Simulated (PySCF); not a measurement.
## Excited-state calculation, with input and output: C$_{3}$H$_{11}$NOSi$_{3}$

The run: excited-state calculation of C$_{3}$H$_{11}$NOSi$_{3}$. Method and program: TDDFT CAM-B3LYP/def2-SVPD, vertical, gas phase, core orbitals frozen in the response (PySCF 2.14.0).

The geometry comes from this level: PBE0-D3(BJ)/def2-SVP. It belongs to a series of runs on one base structure; here: constitutional isomer.

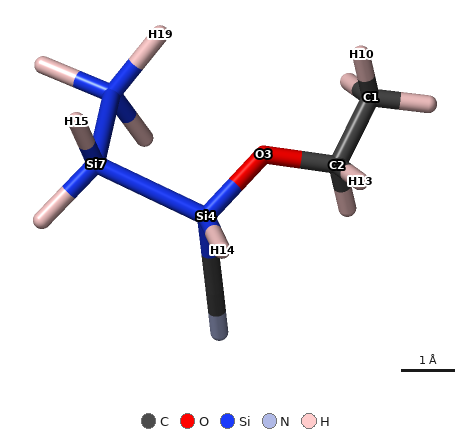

The input geometry (stick view, seen at a tilt; atoms are numbered from 1 in the order of the input).

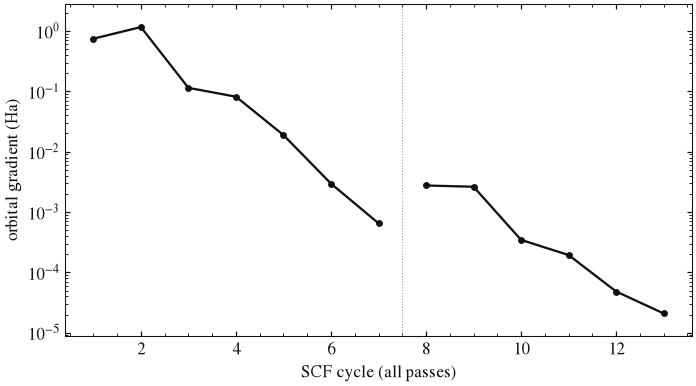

Convergence of the self-consistent field: orbital gradient against the SCF cycle. The dotted line marks the change from a coarse to the final integration grid. The first 7 cycles use a coarse grid, the final grid takes over at cycle 8, and the field converges after 13 cycles in all.

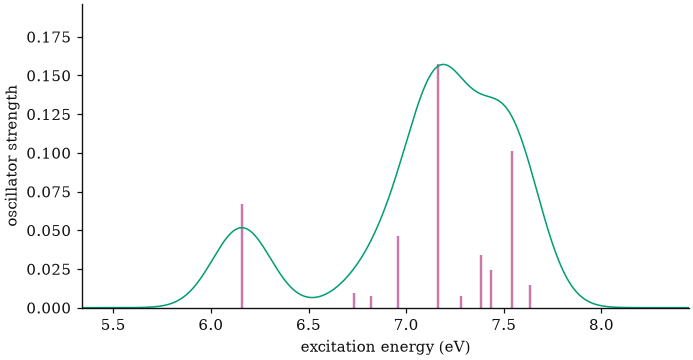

Computed excitations as sticks (degenerate states added up, dark ones marked on the axis), with a Gaussian envelope of 0.35 eV full width at half maximum, scaled to the tallest. Of the 10 states the lowest lies at 6.16 eV (f = 0.067); the strongest line is at 7.17 eV, or 173 nm (f = 0.157).

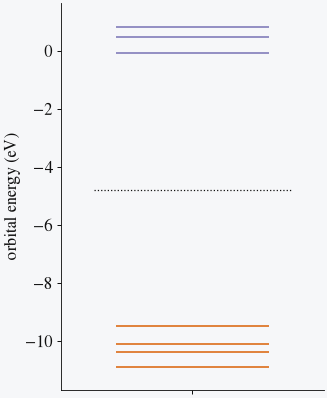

Orbital energies near the frontier; the dotted line parts filled from empty levels, and levels within 0.02 eV of each other stand side by side. Highest filled −9.48 eV, lowest empty −0.09 eV, 9.39 eV apart.

The input that produced these results follows, with the program's output.

**The input**
```
{"job": {"kind": "uv", "xc": "CAM-B3LYP", "basis": "def2-SVPD", "ip": true}, "charge": 0, "multiplicity": 1}
C     -2.572618    -1.174050     0.874329
C     -2.017057    -0.394146    -0.291351
O     -0.825806     0.259904     0.109219
Si     0.165165     1.139929    -0.886693
C      0.686568     0.018956    -2.292455
N      1.027251    -0.707051    -3.131172
Si     2.064444     1.583816     0.394860
Si     2.368613    -0.382637     1.635732
H     -3.503783    -1.684891     0.587056
H     -2.786255    -0.505037     1.720844
H     -1.849340    -1.932124     1.209237
H     -1.805350    -1.068975    -1.141521
H     -2.752226     0.353279    -0.644169
H     -0.547967     2.279173    -1.535876
H      1.827662     2.767960     1.277489
H      3.216306     1.868179    -0.514947
H      2.336182    -1.545499     0.698674
H      3.679185    -0.364134     2.354409
H      1.259782    -0.504875     2.627430
```

The first line tells a small driver script what to run in PySCF; the rest is the geometry in Å.

Command:
```bash
OMP_NUM_THREADS=1 python <driver script> task.json out
```

**The program's output**
```
coarse grid: 17104 points
cycle   1  E = -1118.5772935950  dE =  4.282e-01  |g| = 7.443e-01  |ddm| = 5.512e+00
cycle   2  E = -1118.4346514115  dE =  1.426e-01  |g| = 1.160e+00  |ddm| = 2.183e+00
cycle   3  E = -1118.6993458767  dE = -2.647e-01  |g| = 1.141e-01  |ddm| = 1.221e+00
cycle   4  E = -1118.7010731281  dE = -1.727e-03  |g| = 8.146e-02  |ddm| = 1.892e-01
cycle   5  E = -1118.7023760771  dE = -1.303e-03  |g| = 1.886e-02  |ddm| = 9.575e-02
cycle   6  E = -1118.7024629141  dE = -8.684e-05  |g| = 2.955e-03  |ddm| = 2.926e-02
cycle   7  E = -1118.7024653966  dE = -2.483e-06  |g| = 6.513e-04  |ddm| = 6.759e-03
final grid: 150696 points
cycle   8  E = -1118.8626134664  dE = -2.231e-05  |g| = 2.751e-03  |ddm| = 5.065e-02
cycle   9  E = -1118.8626138395  dE = -3.731e-07  |g| = 2.623e-03  |ddm| = 8.853e-03
cycle  10  E = -1118.8626153740  dE = -1.535e-06  |g| = 3.452e-04  |ddm| = 3.085e-03
cycle  11  E = -1118.8626153915  dE = -1.744e-08  |g| = 1.938e-04  |ddm| = 6.354e-04
cycle  12  E = -1118.8626153992  dE = -7.704e-09  |g| = 4.819e-05  |ddm| = 2.342e-04
cycle  13  E = -1118.8626153996  dE = -4.434e-10  |g| = 2.087e-05  |ddm| = 7.164e-05
converged SCF energy = -1118.8626153996

Static polarisability (au): isotropic 129.008, principal 120.645 127.574 138.806

Singlet excitations
state   eV       nm        f      main configurations
  1   6.1581    201.3   0.06685   H->L 0.80
  2   6.7333    184.1   0.00961   H->L+1 0.51, H-1->L 0.26
  3   6.8215    181.8   0.00763   H-1->L 0.48, H->L+1 0.18, H-2->L 0.14
  4   6.9598    178.1   0.04654   H-5->L 0.21, H-2->L 0.11, H->L 0.09
  5   7.1654    173.0   0.15712   H->L+2 0.43, H-6->L 0.09, H-3->L 0.09
  6   7.2786    170.3   0.00769   H-2->L 0.35, H-6->L+1 0.19
  7   7.3824    167.9   0.03412   H-5->L 0.14, H->L+2 0.11, H-3->L 0.09
  8   7.4329    166.8   0.02424   H->L+3 0.27, H-2->L 0.09, H->L+1 0.09
  9   7.5419    164.4   0.10150   H->L+3 0.46, H->L+2 0.15
 10   7.6317    162.5   0.01483   H-1->L+1 0.43, H->L+5 0.16

Triplet excitations (Tamm-Dancoff, eV): 5.5264 5.7276 6.0343 6.2454
Vertical ionisation energy (delta-SCF) = 10.1049 eV
Vertical electron affinity (delta-SCF) = -0.4616 eV
```

**Results in brief**

- outcome: converged
- total energy: −1118.862615 hartree
- HOMO: −9.48 eV
- LUMO: −0.09 eV
- dipole moment: 3.37 D
- mean polarisability: 129.01 a.u.
- vertical ionisation energy: 10.10 eV
- vertical electron affinity: −0.46 eV
- lowest singlet excitation: 6.16 eV
- hardware: 1 CPU thread, shared host
- wall time: 11 min
- peak memory: 1.4 GiB
